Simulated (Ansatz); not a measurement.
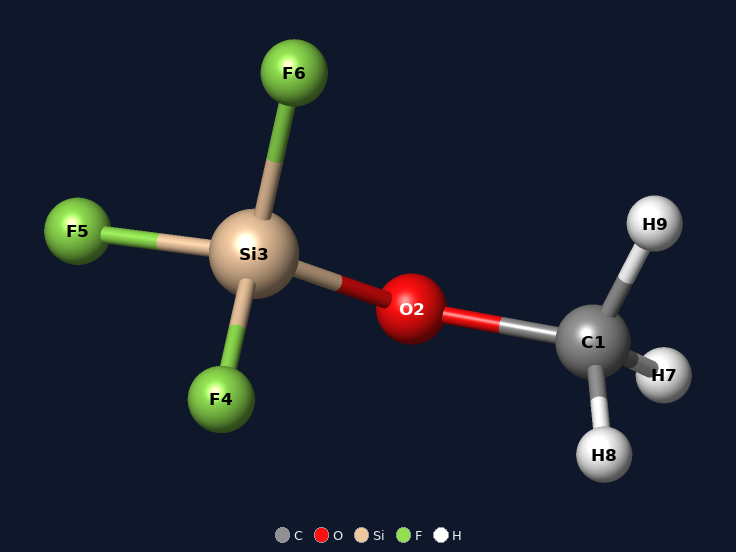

Harmonic vibrations computed with RKS PBE0-D4/def2-TZVP (Ansatz 0.2.0) at a stationary point of the same level.

Question: Is this a minimum or a saddle point?

Answer: A minimum: no imaginary frequency, and the lowest mode lies at 49 cm⁻¹.

Question: How many vibrational modes are there, and where do they lie?

Answer: 21 modes: 49, 76, 134, 268, 268, 367, 383, 416, 736, 939, 988, 1016, 1173, 1186, 1234, 1488, 1497, 1502, 3045, 3118, 3149 cm⁻¹.
